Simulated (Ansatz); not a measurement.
Input

```
crystal:
  periodic: [false, false, false]
  atoms:
    - {symbol: C, position_ang: [-1.181081, 2.154124, -0.269426]}
    - {symbol: C, position_ang: [0.046440, -0.723899, 0.504857]}
    - {symbol: Sn, position_ang: [-1.289871, 0.814214, 1.421221]}
    - {symbol: H, position_ang: [-1.409398, 3.236844, -0.212578]}
    - {symbol: H, position_ang: [-1.107392, 1.790263, -1.315193]}
    - {symbol: H, position_ang: [-0.281151, -0.911824, -0.539042]}
    - {symbol: H, position_ang: [1.087577, -0.341409, 0.471291]}
    - {symbol: H, position_ang: [0.027997, -1.670377, 1.078635]}
basis:
  gaussian: {orbitals: def2-TZVPD}
magnetization: {spin_polarized: true, initial_magnetization: 1}
hamiltonian: {xc: {name: PBE0}}
output: {forces: true, orbitals: {seedname: orbitals}}
```

Run with:

```sh
ansatz run input.yaml --threads 1 --pin off --max-ram 2610MiB --events-out events.jsonl --progress --plain --runs-dir runs
```

Geometry: PBE-D3(BJ)/def2-SVP; core potentials replace the inner electrons of Sn.

Method: isolated molecule in a Gaussian basis; Kohn-Sham density functional theory, functional PBE0 (Ansatz 0.2.0).

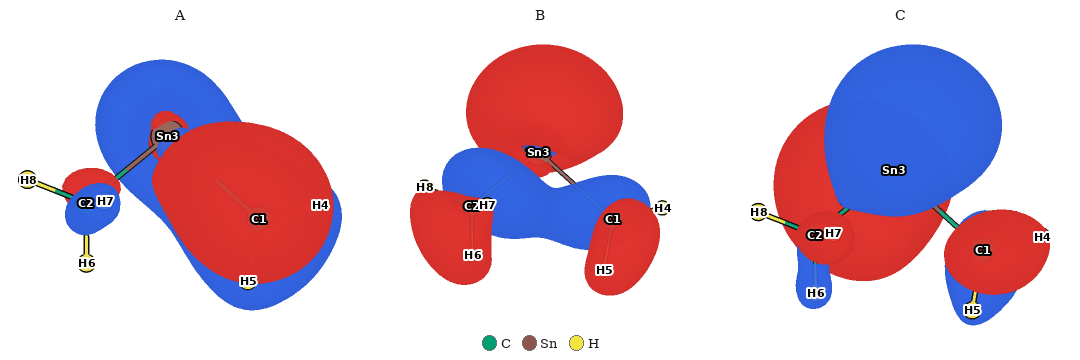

C$_{2}$H$_{5}$Sn (SMILES [CH2]=[Sn][CH3]) (doublet). Three frontier orbitals at ±0.08 Å⁻³ᐟ² (blue and red are the two phases), in no order.

**Order the three orbitals by energy and name them. All are α orbitals.**

A is the HOMO−1 (α) (−7.01 eV). Its weight (Hirshfeld) is mainly on C1 (about 65 %) and Sn3 (about 25 %). B is the HOMO (α) (−6.09 eV). By Hirshfeld shares it lies mainly on Sn3 (about 60 %), C2 (about 20 %) and C1 (about 15 %). C is the LUMO (α) (−2.07 eV). Its weight (Hirshfeld) is mainly on Sn3 (about 80 %) and C1 (about 10 %).

**What is the gap between the highest occupied and lowest empty α orbitals?**

4.02 eV between the orbital energies.
